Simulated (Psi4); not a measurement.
# SnNH3F (SMILES [NH2][SnH][F]): UMP2/def2-QZVPP (density fitting, core potential, density fitting for correlation, sweep point 6)

Aim: the vertical doublet–quartet gap of SnNH3F at UMP2/def2-QZVPP (density fitting, core potential, density fitting for correlation, sweep point 6), from 2 runs. 

The calculation is run with Psi4 1.11.

24 further runs of the same task are left out: 20 that didn't finish, 4 set aside as unsound or not needed.

## Step 1: The system as given

SnNH3F has 6 atoms, charge 0, and is taken as a doublet. SMILES: `[NH2][SnH][F]`. Geometry: relaxed at PBE0-D4/def2-TZVP. This is one conformer, not always the lowest.

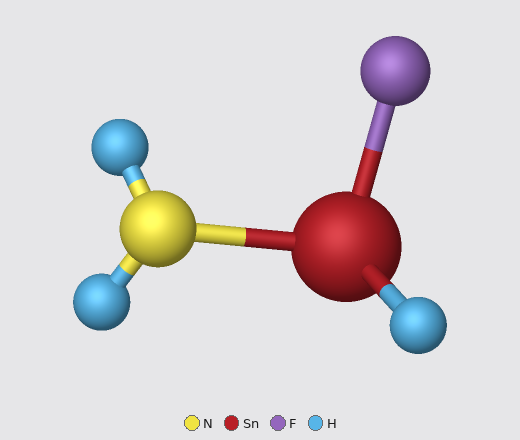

The structure, seen from a chosen angle (nitrogen yellow, tin red, fluorine purple, hydrogen blue).

## Step 2: The energy at UMP2/def2-QZVPP (density fitting, core potential, density fitting for correlation, sweep point 6)

The input, calc.dat:

```
memory 1600 mb

molecule {
  0 2
  N     -0.572300     0.218600    -0.844500
  Sn     0.196000    -0.531800     0.883000
  F      2.076100    -0.368700     0.452600
  H     -0.046400    -0.061900    -1.664800
  H     -1.552900     0.032100    -1.016500
  H     -0.058500     0.647800     2.143900
  symmetry c1
}

set {
  basis def2-QZVPP
  reference uhf
  puream true
  scf_type df
  num_frozen_docc 6
  maxiter 150
}

energy("mp2")
print_variables()
```

Run with:

```
$ psi4 -i calc.dat -o calc.out -n 1
```

calc.out:

```text
[...]
    !!!  WARNING: ECP capability is in beta. Please check occupations closely.  !!!
[...]
  Running in c1 symmetry.
[...]
  Nuclear repulsion =  134.387417580254777
[...]
  Multiplicity = 2
[...]
  Nalpha       = 21
  Nbeta        = 20
[...]
    Number of basis functions: 286
[...]
   @DF-UHF iter   1:  -368.82331015439627   -2.00375e+00   2.75579e-03 DIIS/ADIIS
[...]
   @DF-UHF iter  17:  -369.07773879916778   -3.58682e-11   4.89103e-09 DIIS
[...]
   @S^2 Observed:                7.707065264E-01
[...]
    Orbital Energies [Eh]
    ---------------------
    Alpha Occupied:
       1A    -26.222250     2A    -15.559189     3A     -5.886136
       4A     -4.078473     5A     -4.074399     6A     -4.071220
       7A     -1.513055     8A     -1.349379     9A     -1.343628
      10A     -1.339801    11A     -1.338608    12A     -1.333114
      13A     -1.129547    14A     -0.691105    15A     -0.653220
      16A     -0.597196    17A     -0.591570    18A     -0.566124
      19A     -0.501237    20A     -0.460780    21A     -0.343924
    Alpha Virtual:
      22A      0.052081    23A      0.067912    24A      0.093922
      25A      0.117424    26A      0.139666    27A      0.155360
[...]
  @DF-UHF Final Energy:  -369.07773879916778
   => Energetics <=
    Nuclear Repulsion Energy =            134.3874175802547768
    One-Electron Energy =                -860.2185610970769858
    Two-Electron Energy =                 356.7534047176544050
    Total Energy =                       -369.0777387991677756
  UHF NO Occupations:
  HONO-2 :   19  A 1.9959835
  HONO-1 :   20  A 1.9942791
[...]
 Multipole Moments:
 ------------------------------------------------------------------------------------
     Multipole            Electronic (a.u.)      Nuclear  (a.u.)        Total (a.u.)
 ------------------------------------------------------------------------------------
 L = 1.  Multiply by 2.5417464519 to convert [e a0] to [Debye]
 Dipole X            :         -7.5510666            6.2908715           -1.2601952
 Dipole Y            :         -9.6402033            9.0136100           -0.6265933
 Dipole Z            :         18.5847390          -18.5143214            0.0704176
 Magnitude           :                                                    1.4091379
[...]
```

It took 12 s on 1 thread of Intel Xeon Platinum 8375C at 2.90GHz (Ice Lake), shared host; peak memory 0.73 GiB.

## Step 3: The quartet

The input, job.in:

```
memory 1600 mb

molecule {
  0 4
  N     -0.572300     0.218600    -0.844500
  Sn     0.196000    -0.531800     0.883000
  F      2.076100    -0.368700     0.452600
  H     -0.046400    -0.061900    -1.664800
  H     -1.552900     0.032100    -1.016500
  H     -0.058500     0.647800     2.143900
  symmetry c1
}

set {
  basis def2-QZVPP
  reference uhf
  puream true
  scf_type df
  num_frozen_docc 6
  maxiter 100
  soscf true
  soscf_start_convergence 0.001
}

result, w = energy('mp2', return_wfn=True)
```

Run with:

```
$ psi4 -i job.in -o job.out -n 1
```

job.out:

```text
[...]
    !!!  WARNING: ECP capability is in beta. Please check occupations closely.  !!!
[...]
  Running in c1 symmetry.
[...]
  Nuclear repulsion =  134.387417580254777
[...]
  Multiplicity = 4
[...]
  Nalpha       = 22
  Nbeta        = 19
[...]
    Number of basis functions: 286
[...]
   @DF-UHF iter   1:  -368.53184205840114   -1.71228e+00   2.82010e-03 ADIIS/DIIS
[...]
   @DF-UHF iter  42:  -368.90256355221004   -1.83036e-11   6.10652e-09 SOSCF, nmicro=conv
[...]
   @S^2 Observed:                3.765771730E+00
[...]
    Orbital Energies [Eh]
    ---------------------
    Alpha Occupied:
       1A    -26.222218     2A    -15.723995     3A     -5.892827
       4A     -4.084190     5A     -4.081815     6A     -4.078113
       7A     -1.518021     8A     -1.378525     9A     -1.350822
      10A     -1.346747    11A     -1.344785    12A     -1.339226
      13A     -1.295092    14A     -0.794795    15A     -0.752376
      16A     -0.691221    17A     -0.635554    18A     -0.596121
      19A     -0.586177    20A     -0.531118    21A     -0.374067
      22A     -0.155627
    Alpha Virtual:
      23A      0.046239    24A      0.085913    25A      0.088793
[...]
  @DF-UHF Final Energy:  -368.90256355221004
   => Energetics <=
    Nuclear Repulsion Energy =            134.3874175802547768
    One-Electron Energy =                -858.7229016488807929
    Two-Electron Energy =                 355.4329205164159475
    Total Energy =                       -368.9025635522100401
  UHF NO Occupations:
  HONO-2 :   20  A 1.0000000
  HONO-1 :   21  A 1.0000000
[...]
 Multipole Moments:
 ------------------------------------------------------------------------------------
     Multipole            Electronic (a.u.)      Nuclear  (a.u.)        Total (a.u.)
 ------------------------------------------------------------------------------------
 L = 1.  Multiply by 2.5417464519 to convert [e a0] to [Debye]
 Dipole X            :         -7.2218313            6.2908715           -0.9309598
 Dipole Y            :         -8.6978256            9.0136100            0.3157844
 Dipole Z            :         16.9096113          -18.5143214           -1.6047102
 Magnitude           :                                                    1.8818875
[...]
```

Wall time 66 s (1 thread of Intel Xeon Platinum 8375C at 2.90GHz (Ice Lake), shared host); peak memory 0.73 GiB.

## Step 4: Summary of results

Level: UMP2/def2-QZVPP (density fitting, core potential, density fitting for correlation, sweep point 6), 6 core orbitals frozen.

| quantity | value |
| --- | --- |
| doublet: total energy | -370.10770 Eh |
| doublet: HOMO energy (Hartree–Fock orbitals) (highest over α and β) | -9.36 eV |
| doublet: LUMO energy (Hartree–Fock orbitals) (lowest over α and β) | -0.10 eV |
| doublet: correlation energy (6 core orbitals frozen) | -1030.0 mEh |
| doublet: ⟨S²⟩ of the reference determinant | 0.771 |
| quartet: total energy | -369.88504 Eh |
| quartet: HOMO energy (Hartree–Fock orbitals) (highest over α and β) | -4.23 eV |
| quartet: LUMO energy (Hartree–Fock orbitals) (lowest over α and β) | -1.67 eV |
| quartet: correlation energy (6 core orbitals frozen) | -982.5 mEh |
| quartet: ⟨S²⟩ of the reference determinant | 3.766 |
| vertical energy of the quartet above the doublet | 6.059 eV |

What this shows: At this shape the quartet lies 6.06 eV (140 kcal/mol) above the doublet.
